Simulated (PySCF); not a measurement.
SMILES N[SiH2]c1ccco1, singlet at its GFN2-xTB optimised geometry (Å):

```
14

N     -0.6265    -2.5119    -0.4917
Si    -1.4640    -1.1034     0.0391
C     -0.1767     0.2535     0.0000
C      1.1920     0.2535     0.0000
C      1.6028     1.6050     0.0000
C      0.4551     2.3371     0.0027
O     -0.6182     1.5348     0.0038
H     -0.0368    -2.4565    -1.3066
H     -1.1086    -3.3954    -0.4782
H     -2.6061    -0.6630    -0.7784
H     -1.9120    -1.4101     1.3998
H      1.8214    -0.6129     0.0020
H      2.6061     1.9803    -0.0019
H      0.2802     3.3954     0.0016
```

Computed with B3LYP/def2-TZVP (PySCF). Cells within 0.4 Å of a nucleus heavier than hydrogen are left out (blank, or x).

Map of the HOMO−1 amplitude (bohr^(-3/2)), clipped to [-0.25, 0.25] on the plane z = 0.0 Å; orbital energy -7.23 eV, overall sign arbitrary:

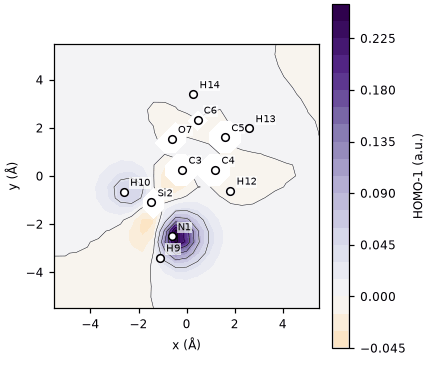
*HOMO−1 amplitude (bohr^(-3/2)), clipped to [-0.25, 0.25] on the plane z = 0.0 Å.*
